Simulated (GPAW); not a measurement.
# MnGa7As8 (GaAs32 Mn2 d6p92): which magnetic order is lowest, part 2 of 2

A self-consistent run ends on one state, which hangs on the start. Several orders of MnGa7As8 (GaAs32 Mn2 d6p92) are started in GPAW and their energies compared.

GPAW 26.7.0; PBE; plane waves with GPAW's PAW setups, scalar-relativistic.

So far. Step 2 (Run 1 (ferro ++)): After 32 cycles the largest moment stands at 3.59 μB.

## Step 3: Order 2, typed as antiferro +-

Reversing part of the moments tests the sign of the couplings between them.

File order2.py:

```python
import json
import numpy as np
from ase import Atoms
from ase.parallel import paropen, parprint
from gpaw import GPAW

atoms = Atoms(['Mn', 'As', 'Ga', 'As', 'Ga', 'As', 'Ga', 'As', 'Ga', 'As', 'Ga', 'As', 'Ga', 'As', 'Ga', 'As', 'Ga', 'As', 'Ga', 'As', 'Ga', 'As', 'Ga', 'As', 'Ga', 'As', 'Mn', 'As', 'Ga', 'As', 'Ga', 'As'],
    cell=[[11.306, 0.0, 0.0],
         [0.0, 11.306, 0.0],
         [0.0, 0.0, 5.653]],
    scaled_positions=[[0.0, 0.0, 0.0],
         [0.125, 0.125, 0.25],
         [0.0, 0.25, 0.5],
         [0.125, 0.375, 0.75],
         [0.25, 0.0, 0.5],
         [0.375, 0.125, 0.75],
         [0.25, 0.25, 0.0],
         [0.375, 0.375, 0.25],
         [0.0, 0.5, 0.0],
         [0.125, 0.625, 0.25],
         [0.0, 0.75, 0.5],
         [0.125, 0.875, 0.75],
         [0.25, 0.5, 0.5],
         [0.375, 0.625, 0.75],
         [0.25, 0.75, 0.0],
         [0.375, 0.875, 0.25],
         [0.5, 0.0, 0.0],
         [0.625, 0.125, 0.25],
         [0.5, 0.25, 0.5],
         [0.625, 0.375, 0.75],
         [0.75, 0.0, 0.5],
         [0.875, 0.125, 0.75],
         [0.75, 0.25, 0.0],
         [0.875, 0.375, 0.25],
         [0.5, 0.5, 0.0],
         [0.625, 0.625, 0.25],
         [0.5, 0.75, 0.5],
         [0.625, 0.875, 0.75],
         [0.75, 0.5, 0.5],
         [0.875, 0.625, 0.75],
         [0.75, 0.75, 0.0],
         [0.875, 0.875, 0.25]],
    pbc=True,
    magmoms=[4.5, 0.0, 0.0, 0.0, 0.0, 0.0, 0.0, 0.0, 0.0, 0.0, 0.0, 0.0, 0.0, 0.0, 0.0, 0.0, 0.0, 0.0, 0.0, 0.0, 0.0, 0.0, 0.0, 0.0, 0.0, 0.0, -4.5, 0.0, 0.0, 0.0, 0.0, 0.0])
atoms.calc = GPAW(mode={'name': 'pw', 'ecut': 450},
    xc='PBE',
    kpts={'size': (3, 3, 5), 'gamma': True},
    occupations={'name': 'fermi-dirac', 'width': 0.05},
    convergence={'density': 1e-05, 'energy': 1e-05},
    maxiter=200,
    mixer={'name': 'pulay', 'beta': 0.05, 'nmaxold': 6, 'weight': 50},
    symmetry={'tolerance': 1e-4},
    txt='order2.txt')
e = atoms.get_potential_energy(force_consistent=True)
res = {'free_energy': e, 'energy_sigma0': atoms.get_potential_energy(), 'fermi_energy': atoms.calc.get_fermi_level()}
res['moments'] = atoms.get_magnetic_moments().tolist()
res['total'] = atoms.get_magnetic_moment()
parprint('site moments (muB):', np.round(res['moments'], 3))
parprint(f"total moment: {res['total']:.3f} muB")
parprint(f'free energy: {e:.6f} eV')
atoms.calc.write('order2.gpw')
with paropen('results.json', 'w') as f:
    json.dump(res, f)
```

Launch:

```bash
OMP_NUM_THREADS=1 mpirun -n 4 gpaw python order2.py > order2.log
```

Numbers of over 12 decimals in the logs are rounded to 6 here.

The program printed:

```text
site moments (muB): [ 3.597e+00 -2.900e-02  1.300e-02  2.000e-03  7.000e-03 -1.000e-03
  7.000e-03 -2.000e-03  3.000e-03  1.000e-03  1.200e-02 -2.900e-02
 -7.000e-03  2.900e-02 -7.000e-03  2.900e-02 -1.200e-02 -1.000e-03
 -3.000e-03 -2.000e-03  7.000e-03 -2.900e-02  7.000e-03  2.000e-03
 -1.300e-02  2.900e-02 -3.597e+00  2.900e-02 -7.000e-03  1.000e-03
 -7.000e-03 -2.900e-02]
total moment: -0.000 muB
free energy: -142.520633 eV

--- order2.txt ---
Input parameters:
  mode=PW(ecut=450),
  convergence={'density': 1e-05, 'energy': 1e-05},
  kpts=MonkhorstPack(size=(3, 3, 5), gamma=True),
  maxiter=200,
  mixer=Pulay(name='pulay', nmaxold=6, beta=0.05, weight=50, sigma=0.015, g_ss=None),
  occupations=Occupations(name='fermi-dirac', width=0.05),
  symmetry=Symmetry(tolerance=0.0001),
  xc=XC(name='PBE')

Diagonalizing LCAO Hamiltonian
Converting LCAO to pw mode
        .---------------------------.
       /|                           |
      / |                           |
     /  |  As            As         |
    /   |       As            As    |
   /  Ga|           Mn              |
  /    As         As As         As  |
 *      .--Ga-------------Ga--------.
 |     / As As         As As       /
 | Ga /      Ga  Ga        Ga     /
 |   Ga Ga    As   Ga Ga    As   /
 |  /As            As           /
 | /      Ga            Ga     /
 |/                           /
 Mn------------Ga------------*

Atoms  # Å, Bohr magnetons
|    | symbol |        x |        y |        z |    initial magnetic moments |
|----|--------|----------|----------|----------|-----------------------------|
|  0 |     Mn | 0.000000 | 0.000000 | 0.000000 | ( 0.0000,  0.0000,  4.5000) |
|  1 |     As | 1.413250 | 1.413250 | 1.413250 | ( 0.0000,  0.0000,  0.0000) |
|  2 |     Ga | 0.000000 | 2.826500 | 2.826500 | ( 0.0000,  0.0000,  0.0000) |
|  3 |     As | 1.413250 | 4.239750 | 4.239750 | ( 0.0000,  0.0000,  0.0000) |
|  4 |     Ga | 2.826500 | 0.000000 | 2.826500 | ( 0.0000,  0.0000,  0.0000) |
|  5 |     As | 4.239750 | 1.413250 | 4.239750 | ( 0.0000,  0.0000,  0.0000) |
|  6 |     Ga | 2.826500 | 2.826500 | 0.000000 | ( 0.0000,  0.0000,  0.0000) |
|  7 |     As | 4.239750 | 4.239750 | 1.413250 | ( 0.0000,  0.0000,  0.0000) |
|  8 |     Ga | 0.000000 | 5.653000 | 0.000000 | ( 0.0000,  0.0000,  0.0000) |
|  9 |     As | 1.413250 | 7.066250 | 1.413250 | ( 0.0000,  0.0000,  0.0000) |
| 10 |     Ga | 0.000000 | 8.479500 | 2.826500 | ( 0.0000,  0.0000,  0.0000) |
| 11 |     As | 1.413250 | 9.892750 | 4.239750 | ( 0.0000,  0.0000,  0.0000) |
| 12 |     Ga | 2.826500 | 5.653000 | 2.826500 | ( 0.0000,  0.0000,  0.0000) |
| 13 |     As | 4.239750 | 7.066250 | 4.239750 | ( 0.0000,  0.0000,  0.0000) |
| 14 |     Ga | 2.826500 | 8.479500 | 0.000000 | ( 0.0000,  0.0000,  0.0000) |
| 15 |     As | 4.239750 | 9.892750 | 1.413250 | ( 0.0000,  0.0000,  0.0000) |
| 16 |     Ga | 5.653000 | 0.000000 | 0.000000 | ( 0.0000,  0.0000,  0.0000) |
| 17 |     As | 7.066250 | 1.413250 | 1.413250 | ( 0.0000,  0.0000,  0.0000) |
| 18 |     Ga | 5.653000 | 2.826500 | 2.826500 | ( 0.0000,  0.0000,  0.0000) |
| 19 |     As | 7.066250 | 4.239750 | 4.239750 | ( 0.0000,  0.0000,  0.0000) |
| 20 |     Ga | 8.479500 | 0.000000 | 2.826500 | ( 0.0000,  0.0000,  0.0000) |
| 21 |     As | 9.892750 | 1.413250 | 4.239750 | ( 0.0000,  0.0000,  0.0000) |
| 22 |     Ga | 8.479500 | 2.826500 | 0.000000 | ( 0.0000,  0.0000,  0.0000) |
| 23 |     As | 9.892750 | 4.239750 | 1.413250 | ( 0.0000,  0.0000,  0.0000) |
| 24 |     Ga | 5.653000 | 5.653000 | 0.000000 | ( 0.0000,  0.0000,  0.0000) |
| 25 |     As | 7.066250 | 7.066250 | 1.413250 | ( 0.0000,  0.0000,  0.0000) |
| 26 |     Mn | 5.653000 | 8.479500 | 2.826500 | ( 0.0000,  0.0000, -4.5000) |
| 27 |     As | 7.066250 | 9.892750 | 4.239750 | ( 0.0000,  0.0000,  0.0000) |
| 28 |     Ga | 8.479500 | 5.653000 | 2.826500 | ( 0.0000,  0.0000,  0.0000) |
| 29 |     As | 9.892750 | 7.066250 | 4.239750 | ( 0.0000,  0.0000,  0.0000) |
| 30 |     Ga | 8.479500 | 8.479500 | 0.000000 | ( 0.0000,  0.0000,  0.0000) |
| 31 |     As | 9.892750 | 9.892750 | 1.413250 | ( 0.0000,  0.0000,  0.0000) |

Unit cell  # Å
| periodic |         x |         y |        z |   lengths |    angles |
|----------|-----------|-----------|----------|-----------|-----------|
|      yes | 11.306000 |  0.000000 | 0.000000 | 11.306000 | 90.000000 |
|      yes |  0.000000 | 11.306000 | 0.000000 | 11.306000 | 90.000000 |
|      yes |  0.000000 |  0.000000 | 5.653000 |  5.653000 | 90.000000 |

Number of symmetries: 2

BZ-sampling:
  Number of BZ points: 45
  Number of IBZ points: 16

  Monkhorst-Pack size: [3, 3, 5]
  Monkhorst-Pack shift: [0, 0, 0]

Plane wave coefficients: 15715
Cutoff: 450.000000 eV

Spin-components: 2 (collinear spins)
Bands:           96
Projectors:      162
Spin-degeneracy: 1
Datatype:        complex128

Parallelization:
  kpt:    4
  domain: 1
  band:   1

Density:
  Valence electrons: 152.0
  Components: 2
  Grid points: [56 56 28]
  Charge: 0.0  # |e|

Potential:
  Grid points: [56 56 28]

[... setups left out ...]
Reference energy: -1787461.155153  # eV

eigensolver:
  PPCG
  Converge bands: occupied
  niter=2

density mixing:
  Pulay-Mixer
  Linear mixing parameters: 0.05
  Old densities: 6
  Fourier metric: weight=50, sigma=0.015

occupation numbers:
  Fermi-Dirac:
    width: 0.0500  # eV

poisson solver:
  ecut: 3600.000000  # eV

xc functional:
  name: PBE with 2 nearest neighbor stencil

convergence criteria:
- Maximum integral of absolute [dens]ity change: 1e-05 electrons / valence electron
- Maximum [total energy] change in last 3 cyles: 1e-05 eV / valence electron
- Maximum integral of absolute [eigenst]ate change: 4e-08 eV^2 / valence electron
maximum number of iterations: 200

SCF iterations
|iter     |      energy | eigst |  dens |  magmom |
|---------|-------------|-------|-------|---------|
|iter:   1|       0s | -143.892840 | -0.01 |       |  +0.0000|
|iter:   2|      26s | -143.366356 | -1.47 | -0.92 |  -0.0000|
|iter:   3|      51s | -142.849481 | -1.88 | -0.96 |  +0.0000|
|iter:   4|      76s | -142.686871 | -1.03 | -1.03 |  -0.0000|
|iter:   5|     101s | -142.576496 | -2.42 | -1.46 |  -0.0000|
|iter:   6|     126s | -142.560249 | -2.79 | -1.49 |  -0.0000|
|iter:   7|     151s | -142.464403 | -2.60 | -1.65 |  +0.0000|
|iter:   8|     177s | -142.482939 | -2.62 | -1.80 |  +0.0000|
|iter:   9|     202s | -142.480990 | -4.18 | -2.30 |  +0.0000|
|iter:  10|     227s | -142.478569 | -3.99 | -2.34 |  -0.0000|
[... 14 iterations left out ...]
|iter:  25|     594s | -142.479831c| -7.92c| -4.32 |  -0.0000|
|iter:  26|     606s | -142.479831c| -7.94c| -4.32 |  +0.0000|
|iter:  27|     619s | -142.479832c| -7.83c| -4.34 |  -0.0000|
|iter:  28|     631s | -142.479831c| -7.86c| -4.46 |  +0.0000|
|iter:  29|     644s | -142.479831c| -8.18c| -4.60 |  +0.0000|
|iter:  30|     656s | -142.479830c| -8.67c| -4.67 |  -0.0000|
|iter:  31|     669s | -142.479830c| -8.31c| -4.71 |  +0.0000|
|iter:  32|     681s | -142.479830c| -8.30c| -4.82 |  +0.0000|
|iter:  33|     694s | -142.479829c| -8.17c| -4.92 |  -0.0000|
|iter:  34|     707s | -142.479829c| -8.18c| -5.18c|  -0.0000|

Converged in 34 steps
Energy contributions relative to reference atoms: (reference = -1787461.155153)

Energy contributions:
  Kinetic:         416.760780
  Coulomb:        -369.803716
  Zero:              0.561273
  External:          0.000000
  Xc:             -189.957363
  Entropy:          -0.081608
  Spinorbit:         0.000000
  ----------------------------
  Free energy:    -142.520633
  Extrapolated:   -142.479829

dipole moment: (-111.966070, -112.165260, -113.738030)  # |e|*Ang

Total magnetic moment: (0.000000, 0.000000, -0.000000)

Local magnetic moments
|        x |        y |         z |
|----------|----------|-----------|
| 0.000000 | 0.000000 |  3.597433 |  # Mn   0
| 0.000000 | 0.000000 | -0.029170 |  # As   1
| 0.000000 | 0.000000 |  0.013132 |  # Ga   2
| 0.000000 | 0.000000 |  0.002173 |  # As   3
| 0.000000 | 0.000000 |  0.007323 |  # Ga   4
| 0.000000 | 0.000000 | -0.000574 |  # As   5
| 0.000000 | 0.000000 |  0.007181 |  # Ga   6
| 0.000000 | 0.000000 | -0.002173 |  # As   7
| 0.000000 | 0.000000 |  0.003242 |  # Ga   8
| 0.000000 | 0.000000 |  0.000574 |  # As   9
| 0.000000 | 0.000000 |  0.011512 |  # Ga  10
| 0.000000 | 0.000000 | -0.029345 |  # As  11
[...]
| 0.000000 | 0.000000 | -0.013132 |  # Ga  24
| 0.000000 | 0.000000 |  0.029170 |  # As  25
| 0.000000 | 0.000000 | -3.597433 |  # Mn  26
| 0.000000 | 0.000000 |  0.029345 |  # As  27
| 0.000000 | 0.000000 | -0.007181 |  # Ga  28
| 0.000000 | 0.000000 |  0.000574 |  # As  29
| 0.000000 | 0.000000 | -0.007323 |  # Ga  30
| 0.000000 | 0.000000 | -0.029345 |  # As  31

Fermi level: 4.808
Eigenvalues  # (at kpt = [0.000, 0.000, 0.000])
| band index |      eig [eV] | occ [0-1] |      eig [eV] | occ [0-1] |
|------------|---------------|-----------|---------------|-----------|
|          0 |       -76.212 |     1.000 |       -76.212 |     1.000 |
|        ... |               |           |               |           |
|         66 |         3.332 |     1.000 |         3.332 |     1.000 |
|         67 |         3.367 |     1.000 |         3.367 |     1.000 |
|         68 |         3.470 |     1.000 |         3.470 |     1.000 |
|         69 |         3.627 |     1.000 |         3.627 |     1.000 |
|         70 |         3.764 |     1.000 |         3.764 |     1.000 |
|         71 |         3.826 |     1.000 |         3.826 |     1.000 |
|         72 |         4.017 |     1.000 |         4.017 |     1.000 |
|         73 |         4.079 |     1.000 |         4.079 |     1.000 |
|         74 |         5.012 |     0.017 |         5.012 |     0.017 |
|         75 |         5.068 |     0.006 |         5.068 |     0.006 |
|         76 |         5.079 |     0.004 |         5.079 |     0.004 |
|         77 |         5.663 |     0.000 |         5.663 |     0.000 |
|         78 |         5.729 |     0.000 |         5.729 |     0.000 |
|         79 |         5.789 |     0.000 |         5.789 |     0.000 |
|         80 |         6.256 |     0.000 |         6.256 |     0.000 |
|         81 |         6.266 |     0.000 |         6.266 |     0.000 |
|        ... |               |           |               |           |
|         95 |         8.157 |     0.000 |         8.157 |     0.000 |

No gap
No difference between direct/indirect transitions
```

It took 12 min on 4 MPI ranks of Arm Neoverse V2, shared host; peak memory 2.6 GiB.

Spin moment in the augmentation sphere by element, in μB:

```
element  atoms  mean  spread (r.m.s.)  least  largest
     Mn      2  0.00             3.60  -3.60     3.60
     As     16  0.00             0.02  -0.03     0.03
     Ga     14  0.00             0.01  -0.01     0.01
```

The atoms farthest from the mean of their element:

```csv
atom,"x, y, z (Å)",spin moment in the augmentation sphere (μB)
Mn1,"0.00, 0.00, 0.00",3.60
Mn27,"5.65, 8.48, 2.83",-3.60
As16,"4.24, 9.89, 1.41",0.03
As12,"1.41, 9.89, 4.24",-0.03
As28,"7.07, 9.89, 4.24",0.03
As32,"9.89, 9.89, 1.41",-0.03
As14,"4.24, 7.07, 4.24",0.03
As2,"1.41, 1.41, 1.41",-0.03
```

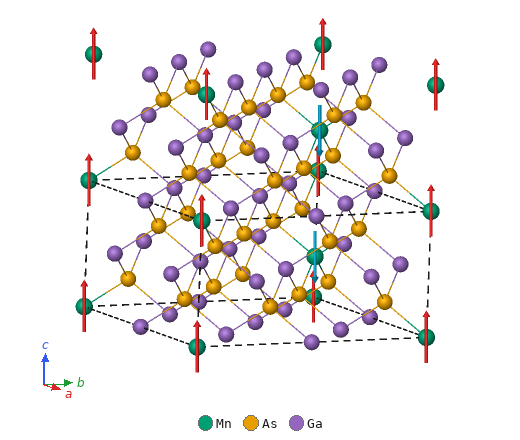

Spin moment in the augmentation sphere as arrows, the longest 3.60 μB. Up and down stand for the sign. Arrows give size and sign along the axis of quantisation, drawn up and down the page. The two directions have two colours. Bonds to atoms that aren't drawn are left out. 1×1×2 cells are drawn. Some periodic images of atoms are drawn too.

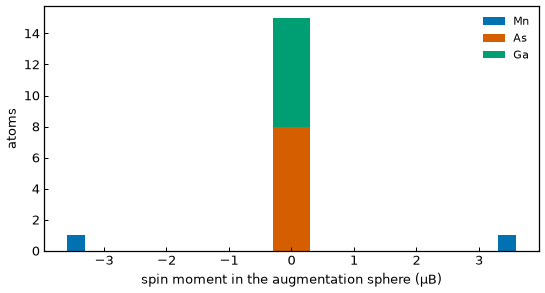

Spin moment in the augmentation sphere as a stacked histogram.

Numbers from this step:

```
magnetization : 0 μB
final state   : antiferromagnetic
```

It lies 84.3 meV a seeded atom over the first start, and its largest moment is 3.60 μB against 3.59 μB.

## Step 4: Energies of the orders

These are free energies at a smearing of 0.05 eV, so its entropy term is in the differences. They are divided by the number of seeded atoms, so that cells of unlike size compare.

Orders:

| start | final state | typed order kept | energy over the lowest (meV a seeded atom) | largest site moment (μB) | net moment (μB a primitive cell) | mesh matched | CPU time (s) |
| --- | --- | --- | --- | --- | --- | --- | --- |
| ferro ++ | ferromagnetic | yes | 0 | 3.595 | 8 | yes | 2984 |
| antiferro +- | antiferromagnetic | yes | 84.32 | 3.597 | 0 | yes | 2978 |

## Step 5: Summary of results

```json
{
  "lowest state found": "ferromagnetic (typed ferro ++)",
  "largest site moment": "3.59 μB",
  "next state": "antiferromagnetic, 84.3 meV a seeded atom higher"
}
```

In words: The lowest state found is ferromagnetic, reached from the start ferro ++, with moments up to 3.59 μB. The next state costs 84 meV a seeded atom. This is the lowest of 2 finished starts, no proof of the ground state.

[Logs and program files are shortened in this print: banners, set-up blocks, solver, clock and traceback lines can be left out without a mark of their own.]

[Logs are printed without paths, hosts, clocks, repeated set-up lines and the standing remarks that a program may print on its own settings, such as how far it seeks lower states.]

[Hosts, paths, dates, database ids (printed as entryN), source tags and the programs' standing remarks are cut or masked in the printed files.]

[Where a cell is said to come from a database of computed structures, the database is the Materials Project.]

[Lattice constants of own cells that a recipe calls measured were typed without a cited source.]
